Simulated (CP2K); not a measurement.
# B3LYP/6-31G(d) (spherical functions) run of CH7GaSi (SMILES [CH3][GaH][SiH3])

What is the energy change on altering one bond length of CH7GaSi at B3LYP/6-31G* (spherical functions)? 

Program for the calculation: CP2K 2026.2.

4 further runs of the same task are left out: 4 set aside as unsound or not needed.

## 1. Starting point

CH7GaSi has 10 atoms, charge 0, and is taken as a singlet. SMILES: `[CH3][GaH][SiH3]`. The coordinates come from a PBE0-D4/def2-TZVP relaxation.

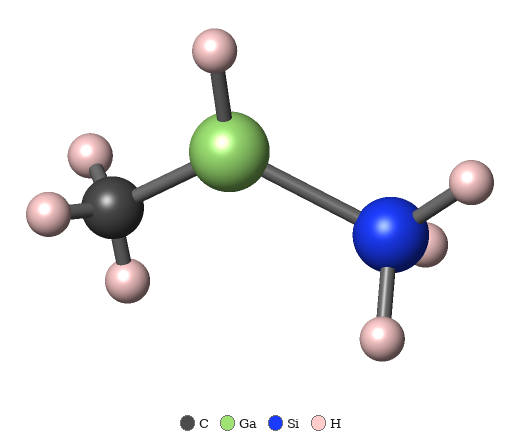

Viewed from a chosen angle; carbon dark grey, gallium green, silicon blue, hydrogen pink.

## 2. A single-point energy at B3LYP/6-31G(d) (spherical functions)

The input, calc.inp:

```
&GLOBAL
   PROJECT calc
   RUN_TYPE ENERGY
   PRINT_LEVEL MEDIUM
&END GLOBAL

&FORCE_EVAL
   METHOD QS
   &DFT
      BASIS_SET_FILE_NAME ./6_31gs.basis
      POTENTIAL_FILE_NAME POTENTIAL
      &QS
         METHOD GAPW
         EPS_DEFAULT 1.0E-10
      &END QS
      &MGRID
         CUTOFF 280
         REL_CUTOFF 50
         NGRIDS 4
      &END MGRID
      &POISSON
         PERIODIC NONE
         POISSON_SOLVER MULTIPOLE
      &END POISSON
      &SCF
         SCF_GUESS ATOMIC
         EPS_SCF 1.0E-07
         MAX_SCF 80
         ADDED_MOS 5
         &DIAGONALIZATION
            ALGORITHM STANDARD
         &END DIAGONALIZATION
         &MIXING
            METHOD DIRECT_P_MIXING
            ALPHA 0.4
         &END MIXING
      &END SCF
      &XC
         &XC_FUNCTIONAL
            &HYB_GGA_XC_B3LYP
            &END HYB_GGA_XC_B3LYP
         &END XC_FUNCTIONAL
         &HF
            FRACTION 0.2
            &SCREENING
               EPS_SCHWARZ 1.0E-10
            &END SCREENING
            &MEMORY
               MAX_MEMORY 1050
            &END MEMORY
         &END HF
      &END XC
      &PRINT
         &MOMENTS
            PERIODIC F
            REFERENCE COM
            MAX_MOMENT 1
         &END MOMENTS
         &MO ON
            ENERGIES T
            OCCUPATION_NUMBERS T
            NDIGITS 6
            &EACH
               QS_SCF 0
            &END EACH
            ADD_LAST NUMERIC
         &END MO
         &LOWDIN ON
         &END LOWDIN
         &HIRSHFELD OFF
         &END HIRSHFELD
         &MO_MOLDEN ON
            NDIGITS 8
         &END MO_MOLDEN
      &END PRINT
   &END DFT
   &SUBSYS
      &CELL
         ABC 11 11.7 10.2
         PERIODIC NONE
      &END CELL
      &COORD
         C      4.276350     7.373950     4.517150
         Ga     5.961150     6.639150     5.229650
         Si     6.186350     4.274550     5.687050
         H      3.475350     6.636450     4.465950
         H      4.452650     7.765250     3.510350
         H      3.945450     8.216350     5.130650
         H      7.159250     7.634450     5.482350
         H      5.930650     3.483650     4.447550
         H      7.524650     3.878950     6.206050
         H      5.167950     3.844750     6.689650
      &END COORD
      &KIND C
         BASIS_SET 6-31Gs
         POTENTIAL ALL
         LEBEDEV_GRID 194
         RADIAL_GRID 100
      &END KIND
      &KIND Ga
         BASIS_SET 6-31Gs
         POTENTIAL ALL
         LEBEDEV_GRID 194
         RADIAL_GRID 100
      &END KIND
      &KIND Si
         BASIS_SET 6-31Gs
         POTENTIAL ALL
         LEBEDEV_GRID 194
         RADIAL_GRID 100
      &END KIND
      &KIND H
         BASIS_SET 6-31Gs
         POTENTIAL ALL
         LEBEDEV_GRID 194
         RADIAL_GRID 100
      &END KIND
   &END SUBSYS
&END FORCE_EVAL
```

On the command line:

```sh
OMP_NUM_THREADS=1 cp2k.psmp -i calc.inp -o calc.out
```

Output, cut to the lines that bear on the results:

```text
CP2K| version string:                                       CP2K version 2026.2
[...]
 GLOBAL| Method name                                                        CP2K
[...]
 GLOBAL| Run type                                                         ENERGY
[...]
 DFT| Spin restricted Kohn-Sham (RKS) calculation                            RKS
 DFT| Multiplicity                                                             1
[...]
 DFT| Charge                                                                   0
[...]
 FUNCTIONAL| HYB_GGA_XC_B3LYP:
[...]
 QS| Method:                                                                GAPW
[...]
 QS| Density cutoff [a.u.]:                                                140.0
[...]
 QS| Relative density cutoff [a.u.]:                                        25.0
[...]
                             - Atoms:                                         10
[...]
                             - Spherical basis functions:                     78
[...]
 Number of electrons:                                                         58
[...]
     1 P_Mix/Diag. 0.40E+00    8.1     0.78084485     -2256.5969543142 -2.26E+03
[...]
    14 DIIS/Diag.  0.15E-06    1.7     0.00000007     -2256.4218040781  5.91E-12
  *** SCF run converged in    14 steps ***
[...]
  Overlap energy of the core charge distribution:               0.00000275798804
  Self energy of the core charge distribution:               -717.89768564667463
  Core Hamiltonian energy:                                  -1652.52573269695768
  Hartree energy:                                             162.13192894260905
  Exchange-correlation energy:                                -18.21628205284578
  Hartree-Fock Exchange energy:                               -20.27914871467770
[...]
                     Mulliken Population Analysis
 #  Atom  Element  Kind  Atomic population                           Net charge
       1     C        1          6.558126                             -0.558126
       2     Ga       2         31.022422                             -0.022422
       3     Si       3         13.772144                              0.227856
       4     H        4          0.830600                              0.169400
       5     H        4          0.829161                              0.170839
       6     H        4          0.827718                              0.172282
       7     H        4          0.968023                              0.031977
       8     H        4          1.063877                             -0.063877
       9     H        4          1.064330                             -0.064330
      10     H        4          1.063597                             -0.063597
 # Total charge                             58.000000                  0.000000
[...]
  Dipole moment [Debye]
    X= -0.6731028E+00 Y=  0.6206274E+00 Z= -0.3459180E+00  Total=      0.9787262
 ENERGY| Total FORCE_EVAL ( QS ) energy [hartree]          -2256.421804078117930
[...]
```

It took 31 s on 1 thread of Arm Neoverse V2, shared host; peak memory 0.75 GiB.

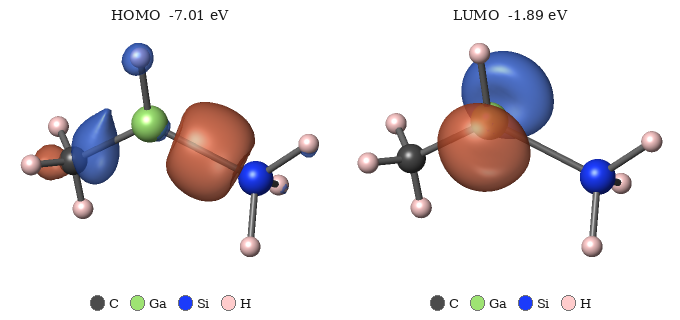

Frontier orbitals of this run, surfaces at ±0.2 Å^-3/2.

## 3. The distorted shape at the same level

The input, molecule.xyz:

```xyz
10

C     -1.024034     1.141391    -0.803242
Ga     0.660766     0.406591    -0.090742
Si     0.885966    -1.958009     0.366658
H     -1.825034     0.403891    -0.854442
H     -0.847734     1.532691    -1.810042
H     -1.454200     2.236500    -0.005700
H      1.858866     1.401891     0.161958
H      0.630266    -2.748909    -0.872842
H      2.224266    -2.353609     0.885658
H     -0.132434    -2.387809     1.369258
```

The input, calc.inp:

```
&GLOBAL
  PROJECT calc
  RUN_TYPE ENERGY
  PRINT_LEVEL MEDIUM
&END

&FORCE_EVAL
  METHOD QUICKSTEP
  &DFT
    BASIS_SET_FILE_NAME ./6_31gs.basis
    POTENTIAL_FILE_NAME POTENTIAL
    CHARGE 0
    MULTIPLICITY 1
    &QS
      METHOD GAPW
      EPS_DEFAULT 1.0E-10
    &END
    &MGRID
      CUTOFF 280
      REL_CUTOFF 50
      NGRIDS 4
    &END
    &POISSON
      PERIODIC NONE
      POISSON_SOLVER MULTIPOLE
    &END
    &SCF
      SCF_GUESS ATOMIC
      EPS_SCF 1.0E-07
      MAX_SCF 100
      ADDED_MOS 10
      &DIAGONALIZATION
        ALGORITHM STANDARD
      &END
      &MIXING
        METHOD DIRECT_P_MIXING
        ALPHA 0.4
      &END
    &END
    &XC
      &XC_FUNCTIONAL
        &HYB_GGA_XC_B3LYP
        &END
      &END
      &HF
        FRACTION 0.2
        &SCREENING
          EPS_SCHWARZ 1.0E-10
          SCREEN_ON_INITIAL_P F
        &END
        &INTERACTION_POTENTIAL
          POTENTIAL_TYPE COULOMB
        &END
        &MEMORY
          MAX_MEMORY 1050
        &END
      &END
    &END
    &PRINT
      &MOMENTS
        PERIODIC F
        REFERENCE COM
        MAX_MOMENT 1
      &END
      &MO ON
        ENERGIES T
        OCCUPATION_NUMBERS T
        NDIGITS 6
        &EACH
          QS_SCF 0
        &END
        ADD_LAST NUMERIC
      &END
      &LOWDIN ON
      &END
      &HIRSHFELD OFF
      &END
    &END
  &END
  &SUBSYS
    &CELL
      ABC [angstrom] 11 12 10.2
      PERIODIC NONE
    &END
    &TOPOLOGY
      COORD_FILE_NAME molecule.xyz
      COORD_FILE_FORMAT XYZ
      &CENTER_COORDINATES
      &END
    &END
    &KIND C
      BASIS_SET 6-31Gs
      POTENTIAL ALL
      LEBEDEV_GRID 194
      RADIAL_GRID 100
    &END
    &KIND Ga
      BASIS_SET 6-31Gs
      POTENTIAL ALL
      LEBEDEV_GRID 194
      RADIAL_GRID 100
    &END
    &KIND Si
      BASIS_SET 6-31Gs
      POTENTIAL ALL
      LEBEDEV_GRID 194
      RADIAL_GRID 100
    &END
    &KIND H
      BASIS_SET 6-31Gs
      POTENTIAL ALL
      LEBEDEV_GRID 194
      RADIAL_GRID 100
    &END
  &END
&END
```

On the command line:

```sh
OMP_NUM_THREADS=1 cp2k.psmp calc.inp > calc.out
```

Output, cut to the lines that bear on the results:

```text
CP2K| version string:                                       CP2K version 2026.2
[...]
 GLOBAL| Method name                                                        CP2K
[...]
 GLOBAL| Run type                                                         ENERGY
[...]
 DFT| Spin restricted Kohn-Sham (RKS) calculation                            RKS
 DFT| Multiplicity                                                             1
[...]
 DFT| Charge                                                                   0
[...]
 FUNCTIONAL| HYB_GGA_XC_B3LYP:
[...]
 QS| Method:                                                                GAPW
[...]
 QS| Density cutoff [a.u.]:                                                140.0
[...]
 QS| Relative density cutoff [a.u.]:                                        25.0
[...]
                             - Atoms:                                         10
[...]
                             - Spherical basis functions:                     78
[...]
 Number of electrons:                                                         58
[...]
     1 P_Mix/Diag. 0.40E+00    8.2     0.77049786     -2256.4776382723 -2.26E+03
[...]
    14 DIIS/Diag.  0.67E-07    1.7     0.00000009     -2256.3860168469  3.18E-12
  *** SCF run converged in    14 steps ***
[...]
  Overlap energy of the core charge distribution:               0.00000195426414
  Self energy of the core charge distribution:               -717.89768564667463
  Core Hamiltonian energy:                                  -1652.74989101513120
  Hartree energy:                                             162.32519464632335
  Exchange-correlation energy:                                -18.14772460893844
  Hartree-Fock Exchange energy:                               -20.25921228535332
[...]
  Dipole moment [Debye]
    X= -0.5549460E+00 Y=  0.3570235E+00 Z= -0.4843495E+00  Total=      0.8185508
 ENERGY| Total FORCE_EVAL ( QS ) energy [hartree]          -2256.386016846882740
[...]
```

Run time: 32 s. Hardware: 1 thread of Arm Neoverse V2, shared host; peak memory 0.77 GiB.

## 4. What came out

Level: B3LYP/6-31G* (spherical functions).

```
                                                         quantity           value
                                        first shape: total energy  -2256.42180 Eh
                                       first shape: dipole moment          0.98 D
                                         first shape: HOMO energy        -7.01 eV
                                         first shape: LUMO energy        -1.89 eV
                                       first shape: HOMO–LUMO gap         5.12 eV
                                    distorted shape: total energy  -2256.38602 Eh
                                   distorted shape: dipole moment          0.82 D
                                     distorted shape: HOMO energy        -7.04 eV
                                     distorted shape: LUMO energy        -1.93 eV
                                   distorted shape: HOMO–LUMO gap         5.11 eV
energy change with the C1–H6 bond stretched from 1.093 to 1.421 Å        0.974 eV
```

With the C1–H6 bond stretched from 1.093 to 1.421 Å the energy rises by 0.97 eV (22.5 kcal/mol). The first shape isn't relaxed at this level, so the change isn't measured from a minimum.
